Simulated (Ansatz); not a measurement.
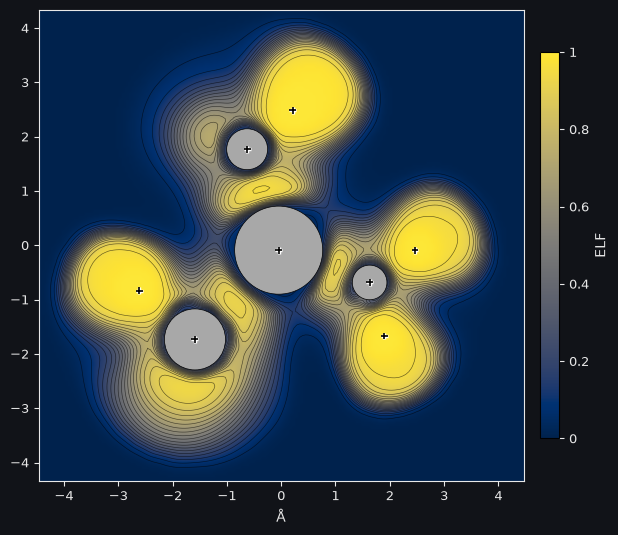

The electron localisation function on a plane through atoms (crosses mark nuclei in the plane; grey discs cover the cores).

The calculation used RKS PBE-D4/def2-SVP (Ansatz).

Candidates:
A. CH₄FNSSi
B. CH₆AlNS···HF
C. GeH₂S···HBr

Which candidate gave the map?

Candidate B: CH₆AlNS···HF on the plane of atoms H10, N4 and H11, which holds Al, C, N, S and H. Al–N (1.78 Å): the ELF peaks at about 0.90 in the valence shell of N, 0.7 Å from its nucleus, and is about 0.55 at the midpoint. C–Al (1.95 Å): the ELF peaks at about 0.95 between the atoms (a shared but strongly polarised pair).
